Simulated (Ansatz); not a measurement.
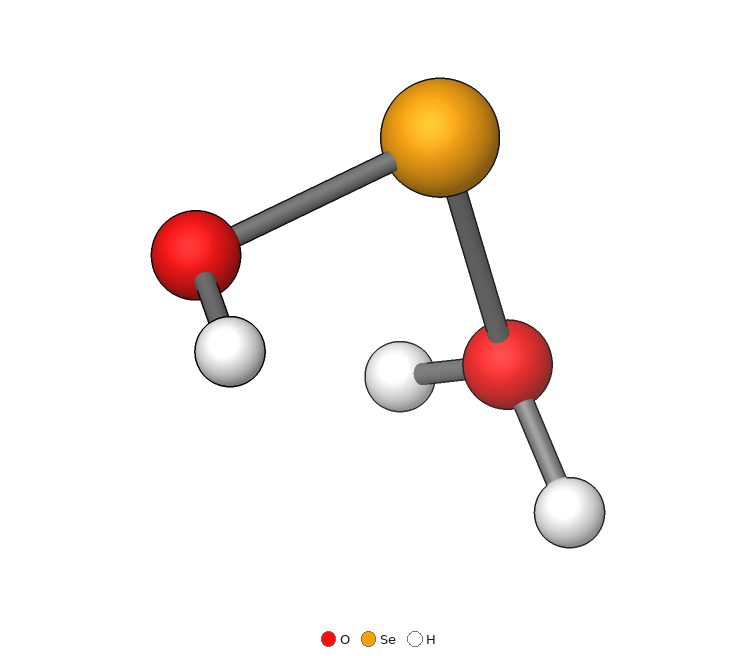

The species has charge +1 and is a spin singlet. Computed geometry: PBE0-D4/def2-TZVP optimisation. No frequency run is at hand to confirm it as a minimum.

Give the structural formula.

SMILES: O[Se][OH2+]

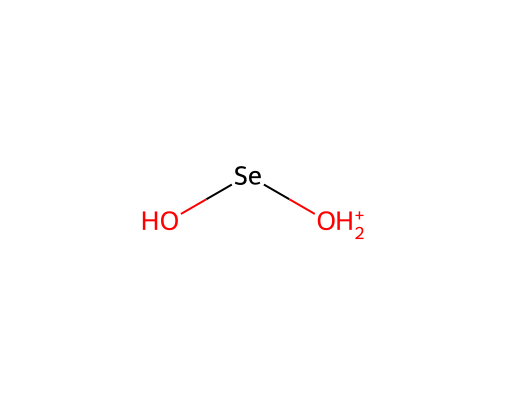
